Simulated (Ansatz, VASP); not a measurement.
# Cross-check of ZnS (Sphalerite) between VASP and Ansatz

Wanted: the spread between two codes on one cell, functional and k mesh. Other levels of theory on this material are compared in a session of their own. Valence electrons are named where the data sets of a main pair hold unlike numbers.

Main program and level: Ansatz 0.2.0; plane waves, with VASP 6.6.1 beside it; band structure at LDA.

### Step 1. Set-up

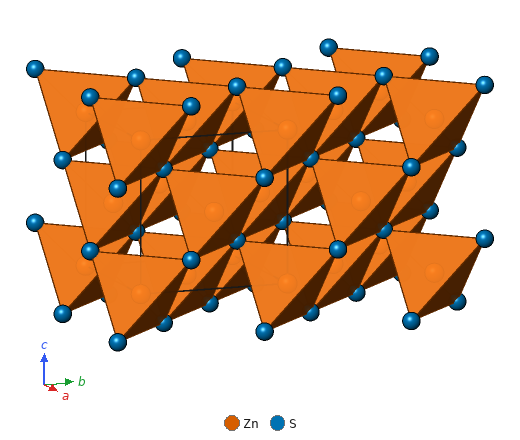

Start, viewed slightly off an axis; zinc orange, sulfur blue. 1×2×1 cells are drawn. This picture shows the conventional cell, with its axes. Some periodic images of atoms are drawn too.

### Step 2. VASP: band structure, LDA

The same path points are solved in both programs, so levels can be compared one by one.

Lines of VASP's logs that name or quote its potential files are left out, and so is its time.

Contents of INCAR:

```
SYSTEM = ZnS
PREC = Accurate
ENCUT = 350
EDIFF = 1E-06
NELM = 100
ISMEAR = 0
SIGMA = 0.03
LREAL = .FALSE.
ALGO = Normal
GGA = CA
NBANDS = 21
LORBIT = 11
LWAVE = .FALSE.
LCHARG = .FALSE.
KPAR = 4
```

Contents of POSCAR:

```
ZnS
1.0
    0.0000000000      2.7046500000      2.7046500000
    2.7046500000      0.0000000000      2.7046500000
    2.7046500000      2.7046500000      0.0000000000
Zn S
1 1
Direct
    0.0000000000      0.0000000000      0.0000000000
    0.7500000000      0.7500000000      0.7500000000
```

Contents of KPOINTS:

```
Automatic mesh
0
Gamma
8 8 8
0 0 0
```

Contents of KPOINTS_OPT:

```
Line mode
10
Line-mode
Reciprocal
  0.00000000   0.00000000   0.00000000 GAMMA
  0.50000000   0.00000000   0.50000000 X

  0.50000000   0.00000000   0.50000000 X
  0.50000000   0.25000000   0.75000000 W

  0.50000000   0.25000000   0.75000000 W
  0.37500000   0.37500000   0.75000000 K

  0.37500000   0.37500000   0.75000000 K
  0.00000000   0.00000000   0.00000000 GAMMA

  0.00000000   0.00000000   0.00000000 GAMMA
  0.50000000   0.50000000   0.50000000 L

  0.50000000   0.50000000   0.50000000 L
  0.62500000   0.25000000   0.62500000 U

  0.62500000   0.25000000   0.62500000 U
  0.50000000   0.25000000   0.75000000 W

  0.50000000   0.25000000   0.75000000 W
  0.50000000   0.50000000   0.50000000 L

  0.50000000   0.50000000   0.50000000 L
  0.37500000   0.37500000   0.75000000 K

  0.62500000   0.25000000   0.62500000 U
  0.50000000   0.00000000   0.50000000 X
```

PAW data sets: Zn and S (LDA family, release 64).

Launch:

```
$ mpirun -np 4 vasp_std
```

Numbers of over 12 decimals in the logs are rounded to 6 here.

Log:

```text
[banner, memory and clock lines left out]
running    4 mpi-ranks, on    1 nodes
 distrk:  each k-point on    1 cores,    4 groups
 distr:  one band on    1 cores,    1 groups

 POSCAR found type information on POSCAR ZnS
 POSCAR found :  2 types and       2 ions
 LDA part: xc-table for (Slater(with rela. corr.)+CA(PZ))
 , standard interpolation
 POSCAR, INCAR and KPOINTS ok, starting setup
 FFT: planning ... GRIDC
 FFT: planning ... GRID_SOFT
 FFT: planning ... GRID
 WAVECAR not read
 entering main loop
       N       E                     dE             d eps       ncg     rms          rms(c)
DAV:   1     0.919713275051E+02    0.91971E+02   -0.65729E+03  1231   0.780E+02
DAV:   2    -0.102631626173E+01   -0.92998E+02   -0.84621E+02  1263   0.201E+02
DAV:   3    -0.851001586410E+01   -0.74837E+01   -0.73958E+01  1477   0.567E+01
DAV:   4    -0.859716500606E+01   -0.87149E-01   -0.87096E-01  1386   0.620E+00
DAV:   5    -0.859763569989E+01   -0.47069E-03   -0.47069E-03  1452   0.460E-01    0.680E+00
DAV:   6    -0.821077671101E+01    0.38686E+00   -0.46141E-01  1628   0.226E+01    0.531E+00
DAV:   7    -0.817928457230E+01    0.31492E-01   -0.13265E-01  1460   0.324E+00    0.254E+00
DAV:   8    -0.817268037469E+01    0.66042E-02   -0.43755E-03  1796   0.108E+00    0.487E-01
DAV:   9    -0.817220455641E+01    0.47582E-03   -0.11069E-03  1403   0.204E-01    0.799E-02
DAV:  10    -0.817221608538E+01   -0.11529E-04   -0.90183E-05  1378   0.485E-02    0.479E-02
DAV:  11    -0.817221417335E+01    0.19120E-05   -0.38392E-06  1697   0.276E-02    0.577E-03
DAV:  12    -0.817221419418E+01   -0.20834E-07   -0.78993E-07   848   0.492E-03
   1 F= -.81722142E+01 E0= -.81722142E+01  d E =-.152632E-18
 Start KPOINTS_OPT (optional k-point list driver)
k-point batch [1-29\100]
       N       E                     dE             ncg
DAV:   1     0.856292518774E+03   -0.13361E+05     1234
DAV:   2    -0.174399914983E+04   -0.26003E+04     1271
DAV:   3    -0.194724195677E+04   -0.20324E+03     1470
DAV:   4    -0.194947832551E+04   -0.22364E+01     1403
DAV:   5    -0.194948996417E+04   -0.11639E-01     1463
DAV:   6    -0.194949006393E+04   -0.99750E-04     1466
DAV:   7    -0.194949006494E+04   -0.10125E-05     1308
DAV:   8    -0.194949006501E+04   -0.76479E-07     1030
[...]
k-point batch [88-100\100]
       N       E                     dE             ncg
DAV:   1     0.850468736878E+04   -0.70120E+04      559
DAV:   2     0.733945841367E+04   -0.11652E+04      567
DAV:   3     0.725156417261E+04   -0.87894E+02      680
DAV:   4     0.725064286612E+04   -0.92131E+00      606
DAV:   5     0.725063797333E+04   -0.48928E-02      657
DAV:   6     0.725063792712E+04   -0.46219E-04      611
DAV:   7     0.725063792657E+04   -0.54386E-06      648
```

From OUTCAR (step 2):

```text
ion  position               nearest neighbor table
   1  0.000  0.000  0.000-   2 2.34   2 2.34   2 2.34   2 2.34
   2  0.750  0.750  0.750-   1 2.34   1 2.34   1 2.34   1 2.34

  LATTYP: Found a face centered cubic cell.
 ALAT       =     5.4093000000

 Subroutine GETGRP returns: Found 24 space group operations
 (whereof 24 operations were pure point group operations)

The static configuration has the point symmetry T_d .

 Found     29 irreducible k-points:

   k-points           NKPTS =     29   k-points in BZ     NKDIM =     29   number of bands    NBANDS=     21

   dimension x,y,z NGX =    24 NGY =   24 NGZ =   24
   dimension x,y,z NGXF=    48 NGYF=   48 NGZF=   48

   ENCUT  =  350.0 eV  25.72 Ry    5.07 a.u.   5.83  5.83  5.83*2*pi/ulx,y,z

   NELECT =      18.0000    total number of electrons

 k-points in reciprocal lattice and weights: Automatic mesh
   0.00000000  0.00000000  0.00000000       0.002
   0.12500000  0.00000000  0.00000000       0.016
   0.25000000  0.00000000  0.00000000       0.016
   0.37500000  0.00000000  0.00000000       0.016
   0.50000000  0.00000000  0.00000000       0.008
   0.12500000  0.12500000  0.00000000       0.012
   0.25000000  0.12500000  0.00000000       0.047
   0.37500000  0.12500000  0.00000000       0.047
   0.50000000  0.12500000  0.00000000       0.047
[...]
-0.37500000  0.50000000  0.12500000       0.023
  -0.25000000  0.50000000  0.25000000       0.012

 average (electrostatic) potential at core
       1 -37.4748       2 -89.2291

 E-fermi :   2.0757

 k-point     1 :       0.0000    0.0000    0.0000
  band No.  band energies     occupation
    ...
      5      -4.0923      2.00000
      6      -4.0923      2.00000
      7       1.9005      2.00000
      8       1.9005      2.00000
      9       1.9005      2.00000
     10       3.7723      0.00000
     11       8.1529      0.00000
     12       8.1529      0.00000
     13       8.1529      0.00000
     14      13.3956      0.00000
    ...

 k-point     2 :       0.1250    0.0000    0.0000
  band No.  band energies     occupation
    ...
      5      -4.0938      2.00000
      6      -4.0938      2.00000
      7       0.7382      2.00000
      8       1.7509      2.00000
      9       1.7509      2.00000
     10       4.6283      0.00000
     11       8.0399      0.00000
     12       8.4090      0.00000
     13       8.4090      0.00000
     14      13.0127      0.00000
    ...

 k-point     3 :       0.2500    0.0000    0.0000
  band No.  band energies     occupation
    ...
      5      -4.0907      2.00000
      6      -4.0907      2.00000
      7      -1.0009      2.00000
      8       1.4265      2.00000
      9       1.4265      2.00000
     10       5.1707      0.00000
     11       8.6468      0.00000
     12       8.7820      0.00000
     13       8.7820      0.00000
     14      12.7924      0.00000
    ...

  Total       -1.1781780     -1.1781780     -1.1781780     -0.0000000      0.0000000     -0.0000000
  in kB      -47.7043816    -47.7043816    -47.7043816     -0.0000000      0.0000000     -0.0000000
  external PRESSURE =     -47.7043816 kB  Pullay stress =       0.0000000 kB

  energy-cutoff  :      350.00
  volume of cell :       39.57
      direct lattice vectors                 reciprocal lattice vectors
     0.000000000  2.704650000  2.704650000    -0.184866803  0.184866803  0.184866803
     2.704650000  0.000000000  2.704650000     0.184866803 -0.184866803  0.184866803
     2.704650000  2.704650000  0.000000000     0.184866803  0.184866803 -0.184866803

 POSITION                                       TOTAL-FORCE (eV/Angst)
 -----------------------------------------------------------------------------------
      0.00000      0.00000      0.00000        -0.000000      0.000000     -0.000000
      4.05697      4.05697      4.05697         0.000000     -0.000000      0.000000
 -----------------------------------------------------------------------------------
    total drift:                               -0.000001     -0.000001     -0.000000

  FREE ENERGIE OF THE ION-ELECTRON SYSTEM (eV)
  ---------------------------------------------------
  free  energy   TOTEN  =        -8.1722141942 eV

  energy  without entropy=       -8.1722141942  energy(sigma->0) =       -8.17221419

 total charge
# of ion       s       p       d       tot
------------------------------------------
    1        0.533   0.485   9.792  10.810
    2        1.315   2.408   0.000   3.723
--------------------------------------------------
tot          1.848   2.893   9.792  14.533

[... 3 further parts left out ...]
```

The run ends at a pressure of -4.77 GPa.

### Step 3. Ansatz: band structure, LDA

Ansatz runs on its default PAW (the set named soft_2) files.

The same cell, functional (in two slightly different forms), mesh and smearing now go to Ansatz, which takes its cutoff from its data sets.

Contents of input.yaml:

```yaml
crystal:
  lattice:
    - [0.0, 2.70465, 2.70465]
    - [2.70465, 0.0, 2.70465]
    - [2.70465, 2.70465, 0.0]
  atoms:
    - { symbol: Zn, position: [0.0, 0.0, 0.0] }
    - { symbol: S, position: [0.75, 0.75, 0.75] }
hamiltonian:
  xc: lda
  pseudopotentials: { kind: paw }
kpoints:
  mp_grid: { grid: [8, 8, 8] }
  band_path:
    path:
      - [0.0, 0.0, 0.0]
      - [0.16667, 0.0, 0.16667]
      - [0.33333, 0.0, 0.33333]
      - [0.5, 0.0, 0.5]
      - [0.5, 0.08333, 0.58333]
      - [0.5, 0.19444, 0.69444]
      - [0.5, 0.25, 0.75]
      - [0.45833, 0.29167, 0.75]
      - [0.40278, 0.34722, 0.75]
      - [0.375, 0.375, 0.75]
      - [0.20833, 0.20833, 0.41667]
      - [0.08333, 0.08333, 0.16667]
      - [0.0, 0.0, 0.0]
      - [0.22222, 0.22222, 0.22222]
      - [0.38889, 0.38889, 0.38889]
      - [0.51389, 0.47222, 0.51389]
      - [0.55556, 0.38889, 0.55556]
      - [0.61111, 0.27778, 0.61111]
      - [0.61111, 0.25, 0.63889]
      - [0.56944, 0.25, 0.68056]
      - [0.51389, 0.25, 0.73611]
      - [0.5, 0.27778, 0.72222]
      - [0.5, 0.38889, 0.61111]
      - [0.5, 0.47222, 0.52778]
      - [0.48611, 0.48611, 0.52778]
      - [0.43056, 0.43056, 0.63889]
      - [0.38889, 0.38889, 0.72222]
      - [0.59722, 0.19444, 0.59722]
      - [0.55556, 0.11111, 0.55556]
      - [0.5, 0.0, 0.5]
    npoints: 1
scf:
  occupations: { method: gaussian, width: 0.03 }
  n_extra_bands: 7
output:
  forces: true
  stress: true
  eigenvalues: true
```

Launch:

```
$ ansatz run input.yaml --threads 2 --pin off --max-ram 4608MiB --backend cpu --events-out ev --progress --plain --runs-dir out
```

Log:

```text
scf.n_extra_bands = 7 over 9 filled bands (N_el = 18.0): the run solves 16 bands
Engine: ansatz 0.2.0, aarch64-unknown-linux-gnu
Pseudopotentials: kind: paw
Pseudopotential: Zn, paw, valence charge 12, recommended cutoff 420 eV (normal), Zn.paw.azcp
Pseudopotential: S, paw, valence charge 6, recommended cutoff 420 eV (normal), S.paw.azcp
Functional definition: SPW92
  exchange = slater_x
  correlation = pw_c
Crystal: 2 atoms, lattice volume = 39.570 Å³
Basis set: ecut = 420 eV, 749 PW (Γ)
Bands: 16, of which v1, the nominal top of the filled ones, is band 9 counted from 1 (8 counted from 0)
Symmetry: 24 space group operations
Space group: F-43m (ITA 216), of the structure as read, at distance tolerance 3.4e-5 Å
k-points: 29 of 512 (time reversal used)
Non-local potential: Zn, projectors of the file, l = 0: 2, l = 1: 2, l = 2: 3, l = 3: 1
Non-local potential: S, projectors of the file, l = 0: 2, l = 1: 2, l = 2: 2
PAW form: soft (Blöchl's): semilocal exchange-correlation on the pseudo side does not see the compensation charge
PAW frozen core: Zn, regenerated for the run's functional, and the local potential with it (the file was generated under x = pbe(κ = 0.804, μ = 0.219515), c = pbe(β = 0.066725))
PAW frozen core: S, regenerated for the run's functional, and the local potential with it (the file was generated under x = pbe(κ = 0.804, μ = 0.219515), c = pbe(β = 0.066725))
PAW one-centre angular grid: Zn, 590 points (default); XC on 64 Gauss nodes
PAW one-centre angular grid: S, 110 points (default); XC on 64 Gauss nodes
Initial density: superposition of atomic densities (neutral atoms: chi_scale 0, normalization atom), corrected by the library's trained network
Initial wavefunctions: pseudopotential atomic-orbital guess
Functional: x = slater, c = lda
SCF iter   1: F=—  HF=-4117.407644 eV  |F-HF|=—  |Δ(HF+E_count)|=         —  Δρ=7.10e-3  dr2=1.96e-2  ethr=1.77e-3  ⟨swp⟩=5.6  Hψ=2643  notcnv=0  defer=4
preconditioner: auto → none  [insulator: Δε(μ)=1.771 eV  Ē_g=14.674 eV  σ=0.030 eV  W_gap=1.00  n_scr=14 (ndim 8)  ℏωp=25.0 eV  f_vac=0.029  D(μ)=0.00/eV (n_scr^D=0)  ε∞_Penn≈3.9]
SCF iter   2: F=—  HF=-4117.401459 eV  |F-HF|=—  |Δ(HF+E_count)|=   6.18e-3  Δρ=2.40e-3  dr2=1.07e-3  ethr=1.09e-4  ⟨swp⟩=3.0  Hψ=1075  notcnv=0  defer=68
SCF iter   3: F=—  HF=-4117.401165 eV  |F-HF|=—  |Δ(HF+E_count)|=   2.94e-4  Δρ=1.08e-3  dr2=2.19e-4  ethr=5.95e-6  ⟨swp⟩=1.9  Hψ=613  notcnv=0  defer=68
SCF iter   4: F=—  HF=-4117.401122 eV  |F-HF|=—  |Δ(HF+E_count)|=   4.35e-5  Δρ=2.59e-4  dr2=1.60e-5  ethr=1.22e-6  ⟨swp⟩=2.9  Hψ=689  notcnv=0  defer=68
SCF iter   5: F=—  HF=-4117.401112 eV  |F-HF|=—  |Δ(HF+E_count)|=   9.85e-6  Δρ=3.60e-5  dr2=5.67e-7  ethr=8.89e-8  ⟨swp⟩=2.0  Hψ=626  notcnv=0  defer=68
SCF iter   6: F=-4117.401112 eV  HF=-4117.401112 eV  |F-HF|=1.70e-8  |Δ(HF+E_count)|=   1.78e-7  Δρ=9.64e-6  dr2=1.96e-8  ethr=5.56e-10  ⟨swp⟩=8.1  Hψ=2315  notcnv=0
SCF 1 converged in 6 iterations: F = -4117.401112 eV  dr2 = 1.96e-8
  greatest PAW one-centre occupation: 0.984 electrons in one spin orbital (limit 2), on the Zn atom at site 0 (counted from 0), in its partial waves of l = 2
NSCF: frozen V_eff on 30 k-points
SCF converged after 6 iterations
Free energy (F): -4117.401112 eV
Harris-Foulkes:  -4117.401112 eV  (|F-HF|=1.70e-8)
Internal energy: -4117.401112 eV  (E = F + TS)
E sigma→0 (E₀):  -4117.401112 eV
Fermi energy:    6.391396 eV
--- Per-component energies (eV) ---
  E_band       = -2.259151
  E_kinetic    = 238.500334
  E_local      = -2047.767952  (includes V_loc(G=0)·N_el)
  E_nonlocal   = 646.395958
  E_hartree    = 852.847384
  E_xc         = -231.547953
  E_vxc        = -140.993860  (∫ρ·V_xc dr)
  E_paw        = -2325.387625  (= ΣΔE_a)
  E_vpaw       = -404.092765  (= ΣTr[D̂ρ^β])
  E_aug_tail   = -0.000357  (compensation charges beyond the density's cutoff)
  E_ewald      = -1252.151240
  E_core_change = 1.710339  (= ΣΔE_core)
  E_smearing   = -0.000000  (= −TS)
  E_closure    = 0.000000  (closes the sum)
  Σ components = -4117.401112   (vs F -4117.401112, Δ=0.00e0)
--- Forces (eV/Å), atoms counted from 1 ---
  atom   1  Zn    -0.00000000     0.00000000    -0.00000000
  atom   2  S      0.00000000    -0.00000000     0.00000000
  max |Σ_I F_I| component: 3.70e-17 eV/Å
--- Stress (GPa, compression-positive) ---
       -4.743357       0.000000      -0.000000
       -0.000000      -4.743357       0.000000
       -0.000000       0.000000      -4.743357
  P = ⅓ Tr σ = -4.7434 GPa (-47.434 kbar)
--- Band table (eV; the first three rows and the last of 29) ---
  k-point 0: bands = [... 5 lower, -0.5250, 5.4687, 5.4687, 5.4687, 7.3136, 11.6910, 11.6910, 11.6910, ... 3 higher]
  k-point 1: bands = [... 5 lower, -0.5267, 4.3034, 5.3192, 5.3192, 8.1734, 11.5782, 11.9443, 11.9443, ... 3 higher]
  k-point 2: bands = [... 5 lower, -0.5237, 2.5651, 4.9950, 4.9950, 8.7171, 12.1857, 12.3152, 12.3152, ... 3 higher]
  k-point 28: bands = [... 5 lower, -0.1180, 0.8045, 2.6818, 2.7076, 10.9878, 11.3461, 13.1192, 13.4592, ... 3 higher]
```

Elapsed: 1.3 s, on 2 threads of Arm Neoverse V2, shared host; peak memory 0.29 GiB; 2.4 s of CPU time.

### Step 4. Differences

Known differences besides the potentials themselves: the two LDA forms differ slightly; the cutoff is 420 eV in Ansatz and 350 eV in VASP; VASP's log shows a relativistic correction to its local exchange, Ansatz's none. Total energies have different zeros and are not compared.

Compared:

| quantity | Ansatz | VASP | difference |
| --- | --- | --- | --- |
| pressure (GPa) | -4.74 | -4.77 | +0.03 |
| gap over the path points (eV) | 1.845 | 1.872 | -0.027 |

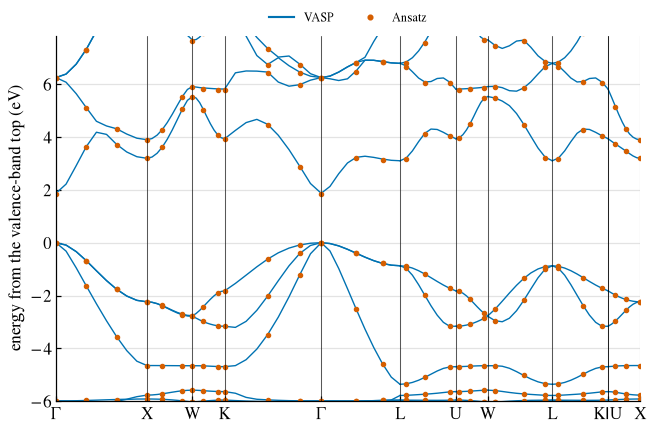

Bands from VASP (lines) and levels from Ansatz (dots). Dots without a line are higher empty bands that the VASP plot leaves out.

Levels at points of the path, from each program's valence-band top (eV; 4 filled, then empty):

| k (reciprocal lattice) | Ansatz | VASP |
| --- | --- | --- |
| 0.000 0.000 0.000 | -5.99 0.00 0.00 0.00 1.84 6.22 6.22 | -5.99 0.00 0.00 0.00 1.87 6.25 6.25 |
| 0.167 0.000 0.167 | -5.97 -1.64 -0.68 -0.68 3.62 5.09 7.28 | -5.97 -1.64 -0.68 -0.68 3.64 5.12 7.32 |
| 0.333 0.000 0.333 | -5.94 -3.56 -1.76 -1.76 3.71 4.29 9.13 | -5.94 -3.56 -1.76 -1.76 3.72 4.32 9.17 |
| 0.500 0.000 0.500 | -5.77 -4.66 -2.24 -2.24 3.19 3.88 10.67 | -5.77 -4.65 -2.24 -2.24 3.20 3.90 10.70 |
| 0.500 0.083 0.583 | -5.72 -4.66 -2.38 -2.38 3.61 4.26 10.02 | -5.72 -4.65 -2.39 -2.38 3.61 4.28 10.07 |
| 0.500 0.194 0.694 | -5.61 -4.66 -2.73 -2.70 5.05 5.50 8.24 | -5.61 -4.66 -2.73 -2.71 5.06 5.54 8.28 |
| 0.500 0.250 0.750 | -5.59 -4.66 -2.79 -2.76 5.52 5.88 7.65 | -5.58 -4.66 -2.79 -2.77 5.53 5.91 7.68 |
| 0.458 0.292 0.750 | -5.61 -4.67 -2.98 -2.42 5.04 5.83 7.92 | -5.60 -4.66 -2.99 -2.43 5.05 5.86 7.96 |
| 0.403 0.347 0.750 | -5.64 -4.69 -3.14 -1.91 4.08 5.80 8.89 | -5.63 -4.69 -3.15 -1.91 4.09 5.83 8.94 |
| 0.375 0.375 0.750 | -5.64 -4.70 -3.16 -1.82 3.93 5.79 9.13 | -5.64 -4.69 -3.17 -1.82 3.94 5.82 9.18 |

Among the levels compared at these points, filled levels agree within 5 meV and empty ones within 54 meV. Ansatz's pressure holds a Pulay correction of 0.05 GPa; VASP's holds none.

### Step 5. Outcome

```
largest difference of a filled level at the path points (band structure, LDA) : 5 meV
```

In words: The largest difference of a filled level at the path points is 5 meV (band structure, LDA), within the 80 meV picked in this series as the mark of a large difference. 3 further runs of this series are not shown here. How closely two codes agree says nothing of how well the functional describes the real material.

[Lines on the potential files, build, host, timing and source positions are cut from VASP's logs without a mark.]

[Logs are printed without paths, hosts, clocks, repeated set-up lines and the standing remarks that a program may print on its own settings, such as how far it seeks lower states.]

[Hosts, paths, dates, database ids (printed as entryN), source tags and the programs' standing remarks are cut or masked in the printed files.]
